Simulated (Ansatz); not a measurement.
System: Al$_{2}$GaSb$_{3}$.

Input file:

```
crystal:
  lattice:
    - [4.3860672974, 2.89e-08, 0.0]
    - [-2.1930336737, 3.7984456878, 0.0]
    - [0.0, 0.0, 21.6732778]
  atoms:
    - { symbol: Al, position: [0.6666666667, 0.3333333333, 0.166545] }
    - { symbol: Al, position: [0.6666666667, 0.3333333333, 0.83342] }
    - { symbol: Al, position: [0.3333333333, 0.6666666667, 0.33342] }
    - { symbol: Al, position: [0.3333333333, 0.6666666667, 0.666545] }
    - { symbol: Ga, position: [0.6666666667, 0.3333333333, 0.500359] }
    - { symbol: Ga, position: [0.3333333333, 0.6666666667, 0.000359] }
    - { symbol: Sb, position: [0.6666666667, 0.3333333333, 0.291432] }
    - { symbol: Sb, position: [0.6666666667, 0.3333333333, 0.624825] }
    - { symbol: Sb, position: [0.6666666667, 0.3333333333, 0.958319] }
    - { symbol: Sb, position: [0.3333333333, 0.6666666667, 0.124825] }
    - { symbol: Sb, position: [0.3333333333, 0.6666666667, 0.458319] }
    - { symbol: Sb, position: [0.3333333333, 0.6666666667, 0.791432] }
basis:
  ecutwfc: 420
kpoints:
  mp_grid: { grid: [12, 12, 2] }
  band_path:
    path:
      - [[0.0, 0.0, 0.0], [0.5, 0.0, 0.0], [0.33333333, 0.33333333, 0.0], [0.0, 0.0, 0.0], [0.0, 0.0, 0.5], [0.5, 0.0, 0.5], [0.33333333, 0.33333333, 0.5], [0.0, 0.0, 0.5]]
      - [[0.5, 0.0, 0.5], [0.5, 0.0, 0.0]]
      - [[0.33333333, 0.33333333, 0.5], [0.33333333, 0.33333333, 0.0]]
    npoints: 10
hamiltonian:
  xc: lda
scf:
  occupations: { method: gaussian, width: 0.02 }
  n_extra_bands: 30
output:
  forces: true
  stress: true
  eigenvalues: true
  populations: true
  dos: { projected: true, de: 0.02, nscf_kmesh: { grid: [18, 18, 3] } }
  bader: false
  write_density: true
  write_potential: true
  elf: true
  volumetric_format: npy
```

Command:

```sh
ansatz run input.yaml --threads 4 --pin off --max-ram 8192MiB --backend cpu --events-out ev --progress --plain --runs-dir out
```

Below, planes, directions and counts refer to the conventional cell (a = 4.39 Å, b = 4.39 Å, c = 21.67 Å, α = 90.00°, β = 90.00°, γ = 120.00°).

Space group P6₃mc; a structure generated by program, which may or may not match a known phase; computed pressure about −3 GPa in this cell.

Level of theory: Ansatz, DFT LDA, scalar-relativistic, plane waves, PAW.

### Predict the valence pseudo-density and electron localisation function between the atoms.

Al–Sb (2.71 Å): ρ at the midpoint is about 0.37 e/Å³; the ELF peaks at about 0.90 between the atoms, as expected for localised, covalent bonding.
Ga–Sb (2.70 Å): ρ at the midpoint is about 0.4 e/Å³, with its minimum of 0.35 e/Å³ about 1.1 Å from Ga; the ELF peaks at about 0.70 between the atoms.

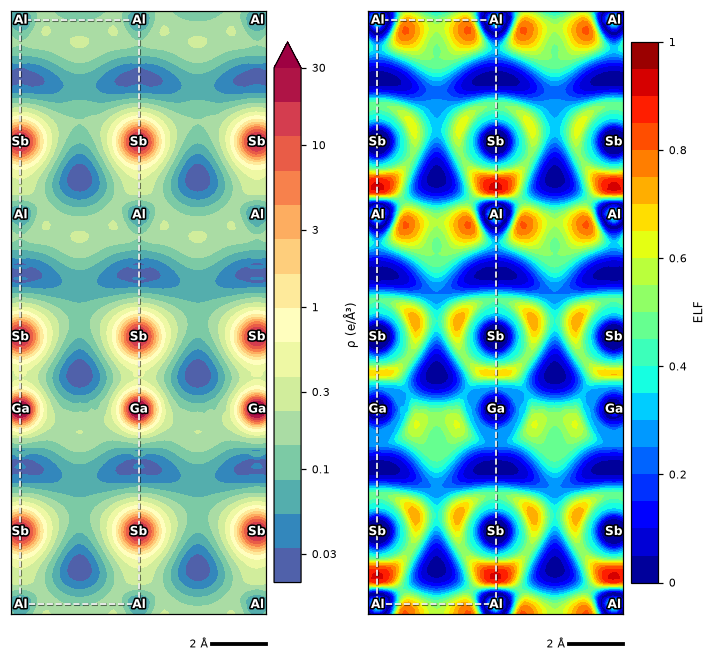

Computed valence pseudo-density and electron localisation function on the (010) plane of the conventional cell, in this order. 

In a PAW calculation such maps are meaningful between the atoms, not at the nuclei.
